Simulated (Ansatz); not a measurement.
**A computed series for ScSi: pressure series**

The reference is ScSi (space group Cmcm, No. 63; a = 3.947 Å, b = 9.822 Å, c = 3.640 Å; a cell from a computed database, its experimental status unchecked).

Cell and atoms are relaxed at each pressure.

Computed with PBEsol (Ansatz, a quantum-chemistry and plane-wave program; PAW; 420 eV plane waves; without spin-orbit coupling).

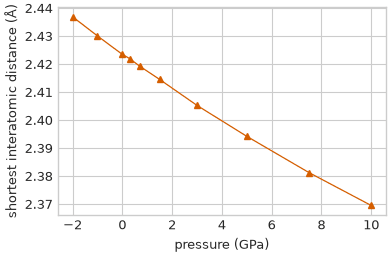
Fig. 1. Shortest interatomic distance against pressure

Question: From the plot, what is the shortest interatomic distance for pressure 0.3 GPa?

Answer: About 2.422 Å.

Question: Is the trend monotonic over the range shown?

Answer: Yes, it falls throughout, spanning 2.370 Å to 2.437 Å.

Load acts through the strain it causes; cell and atoms are relaxed under it. Stability against distortions was not tested. Competing high-pressure phases were not computed. All final runs are without spin polarisation.
